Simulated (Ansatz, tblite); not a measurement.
# The cluster AlAs₂−: removing an electron

Aim: the energy of removing an electron for the cluster AlAs₂−, by energy differences, and how well orbital energies stand in for it.

The runs use Ansatz 0.2.0, Gaussian basis; as each input shows.

Levels to be run: charge 0 doublet, at the geometry of the singlet (PBE0-D4/def2-TZVPD, PBE-D4/def2-TZVPD, r2SCAN-D4/def2-TZVPD, CCSD(T)/def2-TZVPPD); the starting singlet's energies come from earlier runs.

### 1 The structure

The geometry is that of the singlet, from an earlier relaxation (PBE-D4/def2-TZVPD). At that level it is the lowest of the isomers that a small search found.

3 atoms, charge -1, spin multiplicity 1.

Atoms are counted from 1 here; the program's logs count them from 0.

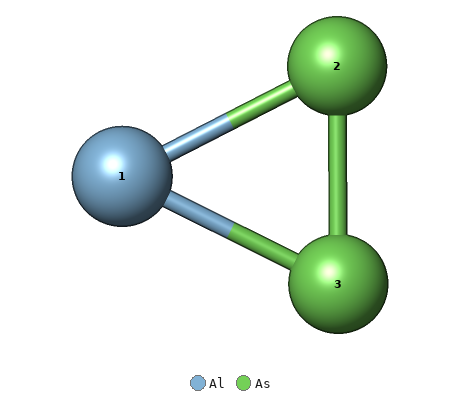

The structure; aluminium light blue, arsenic green; atoms are numbered from 1 in the order of the file.

The ion is computed in the gas phase, without counter-ions or solvent.

### 2 Charge 0 doublet at the fixed geometry, first pass, PBE0-D4/def2-SVP

The input, in.yaml:

```yaml
crystal:
  periodic: [false, false, false]
  atoms:
    - {symbol: Al, position_ang: [1.143110, 0.376014, -0.925336]}
    - {symbol: As, position_ang: [-0.140947, -1.249900, 0.562954]}
    - {symbol: As, position_ang: [-1.002163, 0.873886, 0.362382]}
basis:
  gaussian: {orbitals: def2-SVP}
magnetization: {spin_polarized: true, initial_magnetization: 1}
hamiltonian: {xc: pbe0, dispersion: d4}
output: {orbitals: {seedname: orbitals}}
```

Launch:

```sh
ansatz run in.yaml --threads 4 --pin off --events-out ev --progress --plain --max-ram 3916MiB
```

Log:

```text
Functional definition: PBE0
  name "PBE0"
  cite "Adamo & Barone, J. Chem. Phys. 110, 6158 (1999) doi:10.1063/1.478522"
  cite "Perdew, Burke & Ernzerhof, Phys. Rev. Lett. 77, 3865 (1996) doi:10.1103/PhysRevLett.77.3865"
  parent pbe
  parameter a = 0.25
  parameter kappa = 0.804
  parameter beta = 0.06672455060314922
  exchange = (1 - a)*pbe_x(kappa = kappa, mu = beta*pi^2/3) + a*exact_x
  correlation = pbe_c(beta = beta)
790 factors; integrals over basis functions are off by at most 8.1e-4 eV
mean field evaluation 1: about -128243.3771 eV, gradient 9.0e0 eV
mean field evaluation 2: about -128242.1990 eV, gradient 1.4e1 eV
mean field evaluation 4: about -128244.1561 eV, gradient 4.5e-1 eV
mean field evaluation 8: about -128244.1731 eV, gradient 8.1e-2 eV
mean field evaluation 16: about -128244.2104 eV, gradient 1.3e0 eV
mean field evaluation 32: about -128244.2847 eV, gradient 3.7e-6 eV
mean field evaluation 64: about -128244.2847 eV, gradient 2.1e-6 eV
mean field -128244.28474253 eV, -4712.8905371897 hartree, gradient 2.1e-6 eV, S^2 0.775193; 7 other end points of the search recorded, 0 dependent functions left out
reference -128244.28476282 eV, -4712.8905379353 hartree; 40, 39 occupied and 42, 43 virtual orbitals, 790 factors
Total energy: -128244.39472370 eV, -4712.8945789230 hartree
```

Wall time 8 s (4 threads of Arm Neoverse V1, shared host).

From the report: HOMO -5.60 eV, LUMO -3.94 eV (over both spins); ⟨S²⟩ 0.775 (pure: 0.75).

### 3 Charge 0 doublet at the fixed geometry, PBE0-D4/def2-TZVPD

start.molden holds the orbitals of an earlier run on this state, given as this run's starting guess.

in.yaml: that of step 2 with these lines changed.

```diff
@@ -7,5 +7,6 @@
 basis:
-  gaussian: {orbitals: def2-SVP}
+  gaussian: {orbitals: def2-TZVPD, initial_orbitals: start.molden}
 magnetization: {spin_polarized: true, initial_magnetization: 1}
 hamiltonian: {xc: pbe0, dispersion: d4}
+scf: {omitted_lower_state_checks: [starts]}
 output: {orbitals: {seedname: orbitals}}
```

Launched as before.

Log:

```text
Functional definition: PBE0
  name "PBE0"
  cite "Adamo & Barone, J. Chem. Phys. 110, 6158 (1999) doi:10.1063/1.478522"
  cite "Perdew, Burke & Ernzerhof, Phys. Rev. Lett. 77, 3865 (1996) doi:10.1103/PhysRevLett.77.3865"
  parent pbe
  parameter a = 0.25
  parameter kappa = 0.804
  parameter beta = 0.06672455060314922
  exchange = (1 - a)*pbe_x(kappa = kappa, mu = beta*pi^2/3) + a*exact_x
  correlation = pbe_c(beta = beta)
these checks for a lower state are left out or cut short: starts
1168 factors; their error is unknown
mean field evaluation 1: about -128259.9738 eV, gradient 1.1e2 eV
mean field evaluation 2: about -128261.1194 eV, gradient 2.2e0 eV
mean field evaluation 4: about -128261.6430 eV, gradient 3.8e-1 eV
mean field evaluation 8: about -128261.6435 eV, gradient 2.7e-3 eV
mean field -128261.64353818 eV, -4713.5284611637 hartree, gradient 8.5e-6 eV, S^2 0.773473; 0 other end points of the search recorded, 0 dependent functions left out
reference -128261.64356136 eV, -4713.5284620155 hartree; 40, 39 occupied and 111, 112 virtual orbitals, 1168 factors
Total energy: -128261.75352224 eV, -4713.5325030032 hartree
Checks for a lower state left out: starts
```

It took 13 s on 4 threads of Arm Neoverse V1, shared host; peak memory 0.89 GiB.

HOMO -5.61 eV, LUMO -3.92 eV (over both spins); ⟨S²⟩ 0.773 (pure: 0.75).

### 4 Charge 0 doublet at the fixed geometry, PBE-D4/def2-TZVPD

in.yaml: that of step 3 with these lines changed.

```diff
@@ -9,3 +9,3 @@
 magnetization: {spin_polarized: true, initial_magnetization: 1}
-hamiltonian: {xc: pbe0, dispersion: d4}
+hamiltonian: {xc: pbe, dispersion: d4}
 scf: {omitted_lower_state_checks: [starts]}
```

Launched as before.

Log:

```text
Functional definition: PBE
  name "PBE"
  cite "Perdew, Burke & Ernzerhof, Phys. Rev. Lett. 77, 3865 (1996) doi:10.1103/PhysRevLett.77.3865"
  parent pbe
  parameter kappa = 0.804
  parameter beta = 0.06672455060314922
  exchange = pbe_x(kappa = kappa, mu = beta*pi^2/3)
  correlation = pbe_c(beta = beta)
these checks for a lower state are left out or cut short: starts
1078 factors; their error is unknown
mean field evaluation 1: about -128257.7532 eV, gradient 8.8e0 eV
mean field evaluation 2: about -128257.8604 eV, gradient 1.7e-1 eV
mean field evaluation 4: about -128257.8681 eV, gradient 3.5e-2 eV
mean field evaluation 8: about -128257.8567 eV, gradient 1.5e-2 eV
mean field evaluation 16: about -128257.8567 eV, gradient 8.0e-4 eV
mean field -128257.85672319 eV, -4713.3892982795 hartree, gradient 7.4e-6 eV, S^2 0.753924; 0 other end points of the search recorded, 0 dependent functions left out
reference -128257.85675549 eV, -4713.3892994664 hartree; 40, 39 occupied and 111, 112 virtual orbitals, 1078 factors
Total energy: -128257.98735718 eV, -4713.3940989902 hartree
Checks for a lower state left out: starts
```

It took 9.5 s on 4 threads of Arm Neoverse V1, shared host.

From the report: HOMO -4.82 eV, LUMO -4.70 eV (over both spins); ⟨S²⟩ 0.754 (pure: 0.75).

### 5 Charge 0 doublet at the fixed geometry, r2SCAN-D4/def2-TZVPD

in.yaml: that of step 4 with these lines changed.

```diff
@@ -9,3 +9,3 @@
 magnetization: {spin_polarized: true, initial_magnetization: 1}
-hamiltonian: {xc: pbe, dispersion: d4}
+hamiltonian: {xc: r2scan, dispersion: d4}
 scf: {omitted_lower_state_checks: [starts]}
```

Launched as before.

Log, shortened:

```text
Functional definition: r2SCAN
  name "r2SCAN"
  cite "Furness, Kaplan, Ning, Perdew & Sun, J. Phys. Chem. Lett. 11, 8208 (2020) doi:10.1021/acs.jpclett.0c02405"
  cite "Furness, Kaplan, Ning, Perdew & Sun, J. Phys. Chem. Lett. 11, 9248 (2020) doi:10.1021/acs.jpclett.0c03077"
  parent r2scan
[...]
1078 factors; their error is unknown
[...]
mean field -128278.24501516 eV, -4714.1385541899 hartree, gradient 8.9e-6 eV, S^2 0.780094; 0 other end points of the search recorded, 0 dependent functions left out
reference -128278.24502725 eV, -4714.1385546341 hartree; 40, 39 occupied and 111, 112 virtual orbitals, 1078 factors
Total energy: -128278.26763591 eV, -4714.1393854871 hartree
Checks for a lower state left out: starts
```

Wall time 22 s (4 threads of Arm Neoverse V1, shared host).

Report: HOMO -4.98 eV, LUMO -4.44 eV (over both spins); ⟨S²⟩ 0.780 (pure: 0.75).

### 6 Charge 0 doublet at the fixed geometry, CCSD(T)/def2-TZVPPD

The input, in.yaml:

```yaml
crystal:
  periodic: [false, false, false]
  atoms:
    - {symbol: Al, position_ang: [1.143110, 0.376014, -0.925336]}
    - {symbol: As, position_ang: [-0.140947, -1.249900, 0.562954]}
    - {symbol: As, position_ang: [-1.002163, 0.873886, 0.362382]}
basis:
  gaussian: {orbitals: "def2-TZVPPD.json", initial_orbitals: start.molden}
magnetization: {spin_polarized: true, initial_magnetization: 1}
correlation: {method: ccsd_t}
scf: {omitted_lower_state_checks: [starts, cluster_reference]}
output: {orbitals: {seedname: orbitals}}
```

Same command.

Log, shortened:

```text
Functional definition: HF
  name "HF"
  cite "Fock, Z. Phys. 61, 126 (1930) doi:10.1007/BF01340294"
  parent pbe
[...]
966 factors; integrals over basis functions are off by at most 1.1e-3 eV
[...]
mean field -128174.66328273 eV, -4710.3319957333 hartree, gradient 2.9e-6 eV, S^2 1.381837; 0 other end points of the search recorded, 0 dependent functions left out
23 core orbitals not correlated: weight in the atoms' cores, before any rotation towards them, 1.000 or more for the frozen orbitals, at most 0.000 for the correlated occupied ones
reference -128174.66328273 eV, -4710.3319957333 hartree; 17, 16 occupied and 116, 117 virtual orbitals, 966 factors
second order -14.45329687 eV of doubles, -0.00000000 eV of singles
cycle   1  -14.21309617 eV  change    2.4e-1 eV  update   1.4e-1
[...]
cycle  18  -15.14858592 eV  change   -1.9e-5 eV  update   1.6e-5
perturbative correction -0.85702503 eV, -0.0314950888 hartree
Total energy: -128190.66889368 eV, -4710.9201910866 hartree
Checks for a lower state left out: starts, cluster_reference
```

It took 47 s on 4 threads of Arm Neoverse V1, shared host; peak memory 1.6 GiB.

From the report: Hartree-Fock HOMO -7.41 eV, LUMO -0.52 eV (over both spins); ⟨S²⟩ 1.382 (pure: 0.75); T1 0.062. Doubts: large T1 diagnostic, spin contamination.

### 7 Vertical ionisation energy

Charged state less starting state, singlet to doublet; the starting state's energies are those of its earlier runs.

| level | vertical ionisation energy (eV) | time |
| --- | --- | --- |
| HF/def2-TZVPPD† | +1.20 |  |
| PBE-D4/def2-TZVPD | +2.21 | 11 s |
| r2SCAN-D4/def2-TZVPD | +2.25 | 25 s |
| PBE0-D4/def2-TZVPD | +2.28 | 15 s |
| MP2/def2-TZVPPD† | +2.96 |  |
| CCSD/def2-TZVPPD† | +2.25 |  |
| CCSD(T)/def2-TZVPPD† | +2.32 | 60 s |

Times add the two runs; a level without a time comes out of a correlated run. † marks a level with a doubtful state (flagged, unstable, out of aufbau order, or strongly spin-contaminated); such levels are left out of the summary. CCSD(T)/def2-TZVPPD is no safe reference here (large T1 diagnostic, spin contamination).

Beside −ε(HOMO) of the starting state:

| level | −ε(HOMO) (eV) | by difference (eV) | mismatch (eV) |
| --- | --- | --- | --- |
| PBE-D4/def2-TZVPD | -0.23 | 2.21 | -2.44 |
| r2SCAN-D4/def2-TZVPD | -0.04 | 2.25 | -2.29 |
| PBE0-D4/def2-TZVPD | 0.62 | 2.28 | -1.67 |

### 8 Results

| quantity | value |
| --- | --- |
| vertical ionisation energy, functionals in def2-TZVPD | 2.21 (PBE-D4) to 2.28 eV (PBE0-D4) |

What this shows: The vertical ionisation energy spans 2.21 to 2.28 eV over the functionals. −ε(HOMO) misses the level's own difference by -1.67 eV at best (PBE0-D4) and -2.44 eV at worst (PBE-D4).

The anion's highest level is positive in at least one run, so there the basis alone may hold the extra electron.
